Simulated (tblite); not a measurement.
**C₅H₁₀AsN: geometry relaxation (part 2 of 2)**

C₅H₁₀AsN; GFN2-xTB geometry optimisation, gas phase (tblite 0.8.0). It belongs to a series of runs on one base structure; here: constitutional isomer.

Geometry of the input (Å):
```
C  1.2501  2.6030  0.8355
C  0.5321  1.7537  0.3448
C  -0.2977  0.6831  -0.2419
C  0.5729  -0.3309  -0.8922
As 1.8141  -1.2206  0.3400
N  -1.1006  0.0777  0.8008
C  -1.9060  -0.9439  0.2055
H  1.8541  3.3618  1.2764
H  -1.0104  1.1185  -0.9777
H  1.1109  0.1732  -1.7043
H  -0.0745  -1.0898  -1.3875
H  3.2116  -0.5379  0.3317
H  2.0246  -2.6760  -0.1991
H  -1.6167  0.7486  1.3879
H  -1.2900  -1.8390  0.0680
H  -2.7613  -1.2352  0.8765
H  -2.3202  -0.6344  -0.7752
```

### Trajectory as extended XYZ, continued
```
17
Properties=species:S:1:pos:R:3:forces:R:3 step=50 energy=-571.45883
C     1.1405    2.6303    0.7587   -0.0080  -0.0530  -0.0490
C     0.5480    1.7453    0.2113    0.1050   0.0430   0.1050
C    -0.2222    0.6495   -0.3496   -0.0600   0.0450   0.0480
C     0.6951   -0.3872   -0.9924    0.0480   0.0170   0.0220
As    1.4131   -1.5956    0.4065    0.0990   0.0830  -0.0220
N    -0.9426    0.0207    0.7549    0.0470  -0.0940   0.0570
C    -1.9536   -0.9266    0.3407   -0.0060  -0.0150  -0.0530
H     1.6788    3.4081    1.2126    0.0090   0.0200  -0.0330
H    -0.9020    1.0725   -1.1147   -0.1290   0.0110  -0.0180
H     1.4968    0.1193   -1.5279    0.0570  -0.0190  -0.1040
H     0.1303   -0.9926   -1.7044   -0.0110   0.0120  -0.0990
H     2.5173   -0.6606    0.8053   -0.0690  -0.0220   0.0590
H     2.3766   -2.2303   -0.5756   -0.0030  -0.0430   0.0530
H    -1.3499    0.7409    1.3447   -0.0370  -0.0180  -0.0200
H    -1.4672   -1.7840   -0.1311    0.0130  -0.0380   0.0130
H    -2.4821   -1.2824    1.2202   -0.0380  -0.0130   0.0580
H    -2.6841   -0.5151   -0.3700   -0.0170   0.0850  -0.0170
17
Properties=species:S:1:pos:R:3:forces:R:3 step=54 energy=-571.47030
C     1.1433    2.6432    0.7416    0.0370   0.0090  -0.0080
C     0.5720    1.7290    0.2219   -0.0650   0.0150  -0.0120
C    -0.2170    0.6467   -0.3439    0.0480  -0.0390   0.0050
C     0.6910   -0.3902   -1.0131    0.0030   0.0160  -0.0630
As    1.3960   -1.6262    0.3740   -0.0360   0.0110   0.0110
N    -0.9228   -0.0010    0.7627   -0.0400   0.0290  -0.0200
C    -1.9521   -0.9262    0.3394   -0.0020  -0.0090   0.0210
H     1.6713    3.4385    1.1772    0.0280  -0.0100  -0.0180
H    -0.9144    1.0895   -1.0912    0.0320  -0.0750   0.0970
H     1.5021    0.1067   -1.5490   -0.0290   0.0060  -0.0290
H     0.1119   -0.9740   -1.7382    0.0700   0.0450   0.0080
H     2.4331   -0.6760    0.8814   -0.0220   0.0410   0.0180
H     2.4435   -2.2132   -0.5533   -0.0380   0.0280   0.0150
H    -1.3340    0.7147    1.3562    0.0310   0.0080   0.0250
H    -1.4670   -1.7685   -0.1595   -0.1050  -0.0620  -0.0190
H    -2.4675   -1.2984    1.2237    0.0130  -0.0200  -0.0340
H    -2.6965   -0.4826   -0.3410    0.0770   0.0070   0.0030
17
Properties=species:S:1:pos:R:3:forces:R:3 step=57 energy=-571.47607
C     1.1523    2.6563    0.7235    0.0100  -0.0210  -0.0100
C     0.5868    1.7210    0.2348   -0.0280   0.0260  -0.0420
C    -0.2001    0.6385   -0.3366   -0.0260   0.0060   0.0360
C     0.6942   -0.3951   -1.0284    0.0130   0.0390  -0.0180
As    1.3706   -1.6530    0.3520   -0.0020  -0.0010  -0.0310
N    -0.9116   -0.0173    0.7622    0.0800  -0.0700   0.0770
C    -1.9531   -0.9301    0.3403    0.0190   0.0270  -0.0100
H     1.6698    3.4676    1.1439    0.0200  -0.0460  -0.0200
H    -0.9030    1.0930   -1.0660   -0.0100  -0.0270  -0.0200
H     1.5136    0.0911   -1.5615   -0.0180   0.0640   0.0330
H     0.1093   -0.9494   -1.7683    0.0050  -0.0340   0.0000
H     2.3339   -0.6706    0.9357    0.0060   0.0110   0.0110
H     2.4840   -2.1805   -0.5404   -0.0580   0.0480   0.0590
H    -1.3060    0.6925    1.3747    0.0290  -0.0170  -0.0130
H    -1.4918   -1.7696   -0.1864   -0.0600  -0.0140  -0.0090
H    -2.4537   -1.3189    1.2259    0.0030   0.0100  -0.0260
H    -2.7024   -0.4634   -0.3164    0.0180   0.0000  -0.0180
17
Properties=species:S:1:pos:R:3:forces:R:3 step=61 energy=-571.48117
C     1.1550    2.6476    0.7203   -0.0130  -0.0390  -0.0280
C     0.5763    1.7224    0.2279    0.0130   0.0430  -0.0110
C    -0.2037    0.6339   -0.3387   -0.0140  -0.0070  -0.0280
C     0.7034   -0.3839   -1.0381   -0.0220  -0.0150   0.0240
As    1.3614   -1.6451    0.3477    0.0720   0.0400   0.0210
N    -0.9009   -0.0307    0.7659   -0.0150   0.0010  -0.0420
C    -1.9558   -0.9310    0.3456   -0.0010  -0.0170  -0.0110
H     1.6776    3.4555    1.1395    0.0260  -0.0240  -0.0110
H    -0.9165    1.0800   -1.0629   -0.0220  -0.0220  -0.0150
H     1.5227    0.1159   -1.5588   -0.0180   0.0410   0.0400
H     0.1326   -0.9432   -1.7875    0.0060   0.0150   0.0320
H     2.3346   -0.6726    0.9468   -0.0700  -0.0240  -0.0170
H     2.4824   -2.1719   -0.5279   -0.0170   0.0090   0.0110
H    -1.2985    0.6875    1.3676    0.0480  -0.0580   0.0410
H    -1.5199   -1.7838   -0.1822    0.0210   0.0240  -0.0040
H    -2.4560   -1.3112    1.2346   -0.0260   0.0120  -0.0150
H    -2.7017   -0.4575   -0.3108    0.0320   0.0190   0.0150
17
Properties=species:S:1:pos:R:3:forces:R:3 step=65 energy=-571.48834
C     1.1694    2.6501    0.6907    0.0020   0.0000  -0.0060
C     0.5777    1.7224    0.2193   -0.0280  -0.0380  -0.0140
C    -0.2005    0.6243   -0.3339   -0.0270   0.0280   0.0100
C     0.7037   -0.3819   -1.0479    0.0100   0.0390  -0.0430
As    1.3381   -1.6654    0.3270    0.0040   0.0070   0.0010
N    -0.8699   -0.0671    0.7699   -0.0680   0.0330  -0.0010
C    -1.9502   -0.9333    0.3424   -0.0450   0.0120  -0.0110
H     1.6981    3.4634    1.0932    0.0080  -0.0450  -0.0200
H    -0.9287    1.0642   -1.0463   -0.0360  -0.0130   0.0140
H     1.5157    0.1424   -1.5560    0.0390  -0.0610   0.0180
H     0.1300   -0.9237   -1.8070    0.0300   0.0030  -0.0040
H     2.2164   -0.6708    1.0135    0.0160   0.0030  -0.0020
H     2.5242   -2.1228   -0.4967    0.0290   0.0150   0.0000
H    -1.2426    0.6334    1.4052    0.0210  -0.0160   0.0820
H    -1.5449   -1.7795   -0.2178    0.0420   0.0100  -0.0070
H    -2.4564   -1.3272    1.2222    0.0170   0.0190   0.0010
H    -2.6872   -0.4166   -0.2888   -0.0160   0.0040  -0.0180
17
Properties=species:S:1:pos:R:3:forces:R:3 step=68 energy=-571.49162
C     1.1707    2.6419    0.6789    0.0060   0.0030  -0.0050
C     0.5711    1.7189    0.2091   -0.0550  -0.0010   0.0080
C    -0.2076    0.6219   -0.3399   -0.0240  -0.0210   0.0030
C     0.7097   -0.3719   -1.0565    0.0070  -0.0320   0.0400
As    1.3326   -1.6657    0.3180   -0.0260  -0.0150  -0.0160
N    -0.8693   -0.0774    0.7633    0.0300   0.0000   0.0490
C    -1.9597   -0.9339    0.3440    0.0210   0.0410   0.0070
H     1.7078    3.4501    1.0774    0.0270  -0.0090  -0.0010
H    -0.9437    1.0531   -1.0473   -0.0320   0.0180  -0.0110
H     1.5325    0.1571   -1.5393    0.0290  -0.0350  -0.0230
H     0.1512   -0.9095   -1.8283    0.0240   0.0000  -0.0270
H     2.1830   -0.6704    1.0361    0.0310   0.0110  -0.0100
H     2.5407   -2.1060   -0.4858    0.0210   0.0320   0.0050
H    -1.2151    0.6096    1.4269   -0.0080   0.0100   0.0370
H    -1.5564   -1.7798   -0.2225   -0.0360   0.0480   0.0270
H    -2.4579   -1.3200    1.2324    0.0130  -0.0210  -0.0510
H    -2.6967   -0.4057   -0.2774   -0.0270  -0.0300  -0.0310
17
Properties=species:S:1:pos:R:3:forces:R:3 step=72 energy=-571.49371
C     1.1708    2.6362    0.6733    0.0070   0.0020  -0.0010
C     0.5577    1.7220    0.2037    0.0000   0.0210   0.0020
C    -0.2152    0.6206   -0.3420    0.0070   0.0090   0.0090
C     0.7124   -0.3701   -1.0544   -0.0160   0.0030  -0.0070
As    1.3307   -1.6654    0.3173    0.0240   0.0000   0.0050
N    -0.8679   -0.0783    0.7670   -0.0070  -0.0020  -0.0030
C    -1.9611   -0.9276    0.3449   -0.0120  -0.0090   0.0020
H     1.7172    3.4375    1.0735    0.0120  -0.0030  -0.0050
H    -0.9571    1.0446   -1.0498    0.0050  -0.0120   0.0170
H     1.5392    0.1570   -1.5347    0.0010  -0.0110   0.0190
H     0.1648   -0.9074   -1.8341   -0.0080  -0.0090  -0.0160
H     2.1805   -0.6702    1.0400    0.0050  -0.0010  -0.0080
H     2.5452   -2.0932   -0.4843    0.0100   0.0120   0.0050
H    -1.2050    0.6031    1.4421    0.0010   0.0040  -0.0180
H    -1.5619   -1.7728   -0.2220    0.0120   0.0020  -0.0200
H    -2.4584   -1.3207    1.2284   -0.0330  -0.0140   0.0120
H    -2.6989   -0.4032   -0.2797   -0.0060   0.0080   0.0070
17
Properties=species:S:1:pos:R:3:forces:R:3 step=75 energy=-571.49414
C     1.1744    2.6385    0.6692    0.0100   0.0060   0.0030
C     0.5587    1.7228    0.2061    0.0000  -0.0160  -0.0090
C    -0.2141    0.6203   -0.3383   -0.0060  -0.0110   0.0040
C     0.7090   -0.3714   -1.0558    0.0080  -0.0040   0.0020
As    1.3302   -1.6686    0.3145   -0.0010  -0.0070   0.0000
N    -0.8656   -0.0829    0.7691   -0.0130  -0.0080   0.0040
C    -1.9612   -0.9282    0.3433   -0.0120  -0.0080   0.0000
H     1.7225    3.4407    1.0646    0.0130   0.0030   0.0000
H    -0.9581    1.0458   -1.0419   -0.0040  -0.0070  -0.0010
H     1.5383    0.1524   -1.5347    0.0000   0.0050   0.0090
H     0.1601   -0.9063   -1.8370   -0.0050   0.0050   0.0040
H     2.1659   -0.6692    1.0445    0.0150   0.0140   0.0050
H     2.5548   -2.0838   -0.4774    0.0090   0.0100  -0.0070
H    -1.2000    0.5958    1.4476   -0.0070   0.0120  -0.0060
H    -1.5616   -1.7697   -0.2293   -0.0040   0.0040  -0.0080
H    -2.4628   -1.3261    1.2233   -0.0010  -0.0020  -0.0040
H    -2.6974   -0.3983   -0.2787   -0.0030   0.0050   0.0060
17
Properties=species:S:1:pos:R:3:forces:R:3 step=79 energy=-571.49446
C     1.1750    2.6357    0.6699   -0.0030  -0.0160  -0.0090
C     0.5550    1.7243    0.2031    0.0130  -0.0080   0.0130
C    -0.2170    0.6189   -0.3388    0.0040   0.0040   0.0020
C     0.7097   -0.3720   -1.0535   -0.0030   0.0070   0.0090
As    1.3348   -1.6666    0.3177    0.0140   0.0100  -0.0010
N    -0.8693   -0.0820    0.7701    0.0030   0.0090   0.0000
C    -1.9645   -0.9283    0.3442    0.0060   0.0120  -0.0050
H     1.7275    3.4349    1.0673   -0.0050  -0.0130  -0.0140
H    -0.9623    1.0401   -1.0440    0.0060  -0.0020  -0.0010
H     1.5396    0.1538   -1.5290   -0.0040   0.0050   0.0010
H     0.1634   -0.9073   -1.8364    0.0030   0.0020   0.0110
H     2.1796   -0.6673    1.0404   -0.0060   0.0050  -0.0020
H     2.5543   -2.0813   -0.4819    0.0060  -0.0020  -0.0050
H    -1.2038    0.6015    1.4441   -0.0160  -0.0070   0.0010
H    -1.5623   -1.7677   -0.2297   -0.0110  -0.0040  -0.0010
H    -2.4666   -1.3266    1.2236    0.0030  -0.0060  -0.0040
H    -2.7000   -0.3981   -0.2782   -0.0110   0.0030   0.0030
17
Properties=species:S:1:pos:R:3:forces:R:3 step=83 energy=-571.49494
C     1.1818    2.6317    0.6639    0.0070  -0.0010   0.0020
C     0.5582    1.7181    0.2071   -0.0140   0.0010   0.0050
C    -0.2177    0.6158   -0.3335   -0.0030   0.0020   0.0040
C     0.7091   -0.3726   -1.0500   -0.0010   0.0050   0.0020
As    1.3423   -1.6648    0.3187    0.0000  -0.0050  -0.0030
N    -0.8723   -0.0857    0.7735   -0.0050  -0.0070  -0.0070
C    -1.9683   -0.9280    0.3414   -0.0110  -0.0050   0.0010
H     1.7378    3.4310    1.0551    0.0040  -0.0030  -0.0050
H    -0.9631    1.0367   -1.0387    0.0120   0.0140   0.0000
H     1.5379    0.1558   -1.5241   -0.0020   0.0080  -0.0100
H     0.1610   -0.9035   -1.8337    0.0080  -0.0270  -0.0010
H     2.1767   -0.6571    1.0403    0.0050   0.0050   0.0060
H     2.5657   -2.0719   -0.4803   -0.0030   0.0060   0.0010
H    -1.2098    0.5977    1.4463   -0.0080  -0.0080   0.0030
H    -1.5691   -1.7655   -0.2374    0.0010   0.0100  -0.0080
H    -2.4727   -1.3332    1.2160    0.0090   0.0000   0.0190
H    -2.7046   -0.3925   -0.2756    0.0000   0.0040  -0.0090
17
Properties=species:S:1:pos:R:3:forces:R:3 step=86 energy=-571.49521
C     1.1860    2.6282    0.6611    0.0110   0.0090   0.0070
C     0.5568    1.7157    0.2105   -0.0100  -0.0020  -0.0040
C    -0.2196    0.6150   -0.3306   -0.0020  -0.0170  -0.0100
C     0.7082   -0.3716   -1.0484    0.0070  -0.0200  -0.0010
As    1.3466   -1.6632    0.3191   -0.0050   0.0050   0.0070
N    -0.8751   -0.0875    0.7746   -0.0070  -0.0090   0.0010
C    -1.9715   -0.9278    0.3399   -0.0060  -0.0100  -0.0020
H     1.7445    3.4269    1.0481    0.0160   0.0150   0.0080
H    -0.9630    1.0373   -1.0364   -0.0040   0.0160  -0.0060
H     1.5356    0.1588   -1.5229   -0.0100   0.0030  -0.0130
H     0.1620   -0.9078   -1.8308    0.0100   0.0020   0.0090
H     2.1783   -0.6528    1.0400    0.0030   0.0030   0.0100
H     2.5714   -2.0656   -0.4790   -0.0020   0.0040  -0.0060
H    -1.2147    0.5938    1.4484    0.0030   0.0010   0.0010
H    -1.5723   -1.7623   -0.2425    0.0000  -0.0010  -0.0070
H    -2.4740   -1.3362    1.2146    0.0020   0.0070  -0.0030
H    -2.7062   -0.3888   -0.2766   -0.0060  -0.0070   0.0100
17
Properties=species:S:1:pos:R:3:forces:R:3 step=90 energy=-571.49541
C     1.1901    2.6264    0.6603   -0.0020  -0.0040   0.0000
C     0.5566    1.7144    0.2135    0.0100   0.0040   0.0010
C    -0.2200    0.6133   -0.3292    0.0010   0.0170   0.0010
C     0.7089   -0.3733   -1.0461   -0.0050   0.0160   0.0000
As    1.3507   -1.6614    0.3217    0.0000   0.0050   0.0010
N    -0.8782   -0.0892    0.7748    0.0050   0.0060  -0.0080
C    -1.9744   -0.9290    0.3386    0.0030   0.0030  -0.0020
H     1.7503    3.4261    1.0449   -0.0020  -0.0100  -0.0010
H    -0.9611    1.0394   -1.0361    0.0010  -0.0030   0.0020
H     1.5321    0.1603   -1.5248   -0.0010  -0.0060  -0.0020
H     0.1631   -0.9111   -1.8269   -0.0050  -0.0090  -0.0010
H     2.1807   -0.6481    1.0409    0.0050  -0.0010   0.0070
H     2.5735   -2.0614   -0.4810   -0.0010   0.0030   0.0050
H    -1.2194    0.5929    1.4473    0.0080  -0.0040  -0.0010
H    -1.5749   -1.7608   -0.2475   -0.0040  -0.0040   0.0000
H    -2.4751   -1.3386    1.2134   -0.0020  -0.0060  -0.0040
H    -2.7099   -0.3881   -0.2748   -0.0110  -0.0060   0.0020
17
Properties=species:S:1:pos:R:3:forces:R:3 step=93 energy=-571.49553
C     1.1931    2.6248    0.6600    0.0000   0.0010   0.0000
C     0.5570    1.7140    0.2147   -0.0010  -0.0030  -0.0080
C    -0.2212    0.6144   -0.3289    0.0020  -0.0010  -0.0030
C     0.7080   -0.3723   -1.0452    0.0020   0.0030  -0.0010
As    1.3533   -1.6582    0.3235   -0.0050   0.0000   0.0030
N    -0.8797   -0.0897    0.7736    0.0000  -0.0010  -0.0040
C    -1.9759   -0.9293    0.3370   -0.0050  -0.0010   0.0010
H     1.7555    3.4238    1.0424    0.0010  -0.0050   0.0040
H    -0.9619    1.0408   -1.0358    0.0030   0.0010   0.0010
H     1.5299    0.1608   -1.5260    0.0070   0.0020  -0.0060
H     0.1640   -0.9148   -1.8243   -0.0120   0.0030   0.0040
H     2.1835   -0.6453    1.0433    0.0040   0.0020   0.0010
H     2.5752   -2.0576   -0.4807    0.0000   0.0040   0.0060
H    -1.2195    0.5906    1.4484    0.0020   0.0010   0.0000
H    -1.5775   -1.7604   -0.2510   -0.0020   0.0020   0.0020
H    -2.4763   -1.3405    1.2113    0.0060  -0.0100   0.0050
H    -2.7145   -0.3890   -0.2733    0.0000   0.0030  -0.0070
17
Properties=species:S:1:pos:R:3:forces:R:3 step=97 energy=-571.49562
C     1.1946    2.6241    0.6600    0.0000  -0.0040  -0.0010
C     0.5580    1.7138    0.2143    0.0000   0.0020   0.0040
C    -0.2213    0.6150   -0.3287   -0.0010  -0.0030  -0.0010
C     0.7072   -0.3721   -1.0447    0.0000  -0.0050  -0.0020
As    1.3545   -1.6559    0.3256    0.0010   0.0050  -0.0010
N    -0.8808   -0.0896    0.7730   -0.0010   0.0000   0.0020
C    -1.9769   -0.9294    0.3358    0.0030   0.0000   0.0000
H     1.7585    3.4219    1.0423    0.0020  -0.0020   0.0040
H    -0.9617    1.0424   -1.0350   -0.0010   0.0000  -0.0060
H     1.5278    0.1600   -1.5295   -0.0030  -0.0040  -0.0010
H     0.1598   -0.9171   -1.8198   -0.0010   0.0050  -0.0010
H     2.1871   -0.6437    1.0446   -0.0030   0.0030  -0.0030
H     2.5760   -2.0551   -0.4794    0.0000   0.0000   0.0050
H    -1.2204    0.5902    1.4484    0.0000  -0.0010  -0.0020
H    -1.5780   -1.7591   -0.2535    0.0020   0.0000  -0.0050
H    -2.4754   -1.3444    1.2095    0.0020   0.0040   0.0020
H    -2.7160   -0.3888   -0.2741    0.0010  -0.0010   0.0040
```

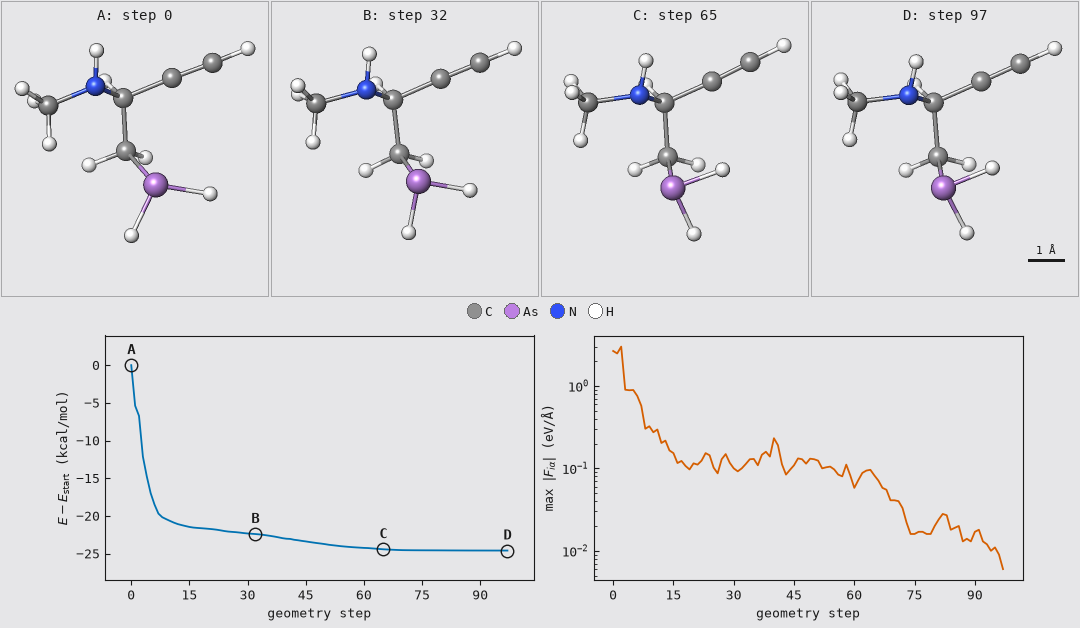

Fig. 1: Frames of the relaxation (ball-and-stick view, seen on its broad side) above the curves, on which the letters mark them (steps are counted from 0).

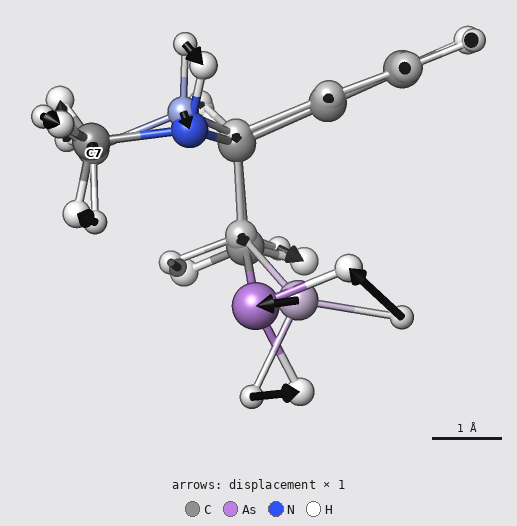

Fig. 2: Start (faint) and end (solid) with the displacements as black arrows, at true length (ball-and-stick view, seen on its broad side). The two geometries are laid on each other by the best rigid fit. H12 moves most after the best rigid fit: 1.26 Å. By element the largest moves are H 1.26 Å, As 0.64 Å, N 0.27 Å, C 0.21 Å. Among the contacts that change: As5–H12 1.555 → 1.495 Å, As5–H13 1.566 → 1.516 Å, C3–C4 1.486 → 1.533 Å, C7–H16 1.125 → 1.088 Å. Among the angles that change: H12–As5–H13 106.6° → 89.1°, C4–As5–H12 111.5° → 94.3°, C4–As5–H13 106.9° → 93.8°. Over 97 geometry steps the energy falls by 24.6 kcal/mol. Largest force component: 2.7 eV/Å at the start, 0.006 eV/Å at the end. (Atoms are counted from 1 in the order of the input.)

### Key numbers

```json
{"quantity": "outcome", "value": "converged"}
{"quantity": "total energy", "value": "−571.4956 eV"}
{"quantity": "wall time", "value": "0.65 s"}
{"quantity": "peak memory", "value": "0.18 GiB"}
```
